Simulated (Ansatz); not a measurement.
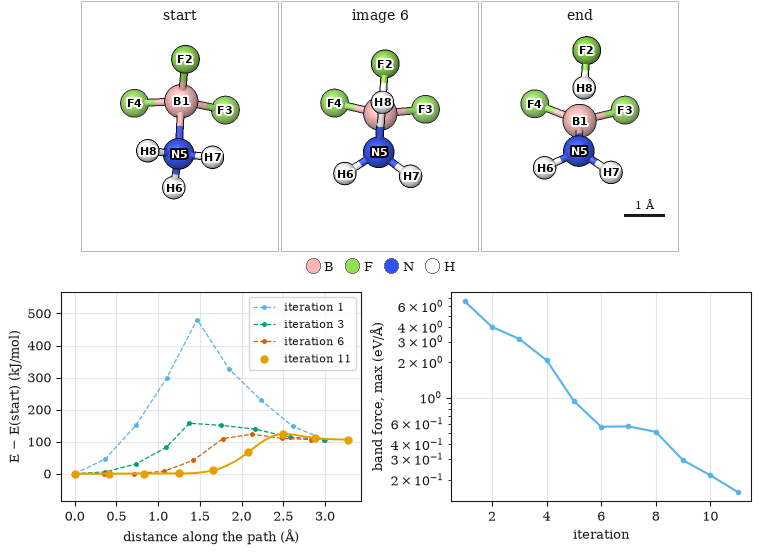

NEB run on BNH$_{3}$F$_{3}$. Images are numbered from 0 (start) to 8 (end). The plot follows the band through its iterations. The picture is a ball-and-stick view, seen from a free direction.

The calculation used Ansatz 0.2.0, RKS PBE-D4/cc-pVDZ. Settings: 7 movable images; climbing image; force threshold 0.2 eV/Å; iteration limit 60; starting path through a guess of the saddle point.

Question: Did the band converge, and can the barrier be trusted?

Answer: The run is converged, with reservations. The band converged in 11 iterations. The largest component of the band force went from 6.6 to 0.16 eV/Å. The climbing image converged on the top of the path. Its curvatures weren't checked. The force threshold is loose. The first iteration put the highest image at 481.2 kJ/mol. The energy climbs by 123.9 kJ/mol to image 6 and then falls by 17.2 kJ/mol, so the end point sits at +106.7 kJ/mol.

Cost: 35 s on 2 threads of AMD EPYC 9R45 96-Core Processor (Zen 5) (shared host), peak memory 0.14 GiB.
